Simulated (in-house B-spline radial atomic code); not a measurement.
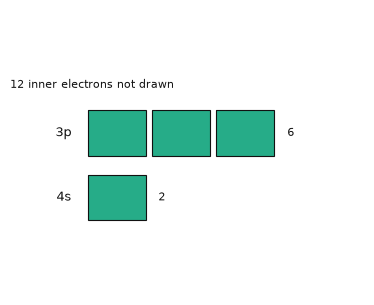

*The outer shells as the input fills them: a box for each of the 2l + 1 orbitals, shaded by the share of the shell that is filled, with the electron count at the right.*

# K⁻: RPA and GW calculation

K⁻, configuration [Ar] 4s2. Computed at this level: RPA, second-order and SOSEX correlation energies and G0W0 (contour deformation) on a scalar-relativistic (spin-free one-electron X2C) mean field, all electrons, B-spline basis (in-house B-spline radial atomic code).

## Key numbers

- outcome: converged
- mean-field total energy: −602.11389 hartree
- total energy with exact exchange alone: −601.44892 hartree
- exact exchange energy: −32.89604 hartree
- RPA correlation, extrapolated in the angular momentum of the empty orbitals: −1.10665 hartree
- RPA correlation, as summed: −1.09938 hartree
- direct second-order term: −1.26373 hartree
- second-order exchange term: 0.43023 hartree
- SOSEX term: 0.39191 hartree
- hardware: 1 CPU thread, shared host
- wall time: 9.6 s

## Remarks

To bear in mind: anion configuration assumed; spin-orbit coupling, Breit and QED terms are absent.

## The input
```
Z = 19
electrons = 20.0
configuration = [Ar] 4s2
hamiltonian = x2c
method = lc_wpbe
lmax = 9
rms_radius = 3.4349
spin_polarised = False
box_radius = 60.0
intervals = 75
ion_configuration = [Ar] 4s1
```

The run was one of a batch that the task file lists, launched with:
```bash
python <driver script> task.json out
```

The program writes its results to a structured record and prints no log; tables and figures of this report are taken from that record.

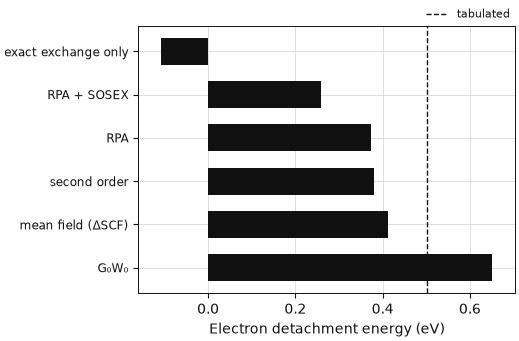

*The electron detachment energy of K⁻ ([Ar] 4s² → [Ar] 4s) across levels of theory. All-electron spherical atom, scalar X2C, LC-wPBE start, no spin-orbit coupling, Breit or QED terms; computed with a B-spline radial code. Differences of total energies, each species on its own start, beside the G₀W₀ level.*

The values run from −0.107 eV (exact exchange only) to 0.651 eV (G₀W₀). The tabulated value is 0.501 eV; nearest to it come mean field (ΔSCF) (−0.090) and second order (−0.122), furthest exact exchange only (−0.608 eV).

| Method | Electron detachment energy (eV) |
| --- | --- |
| mean field (ΔSCF) | 0.412 |
| exact exchange only | −0.107 |
| second order | 0.380 |
| RPA | 0.373 |
| RPA + SOSEX | 0.259 |
| G₀W₀ | 0.651 |
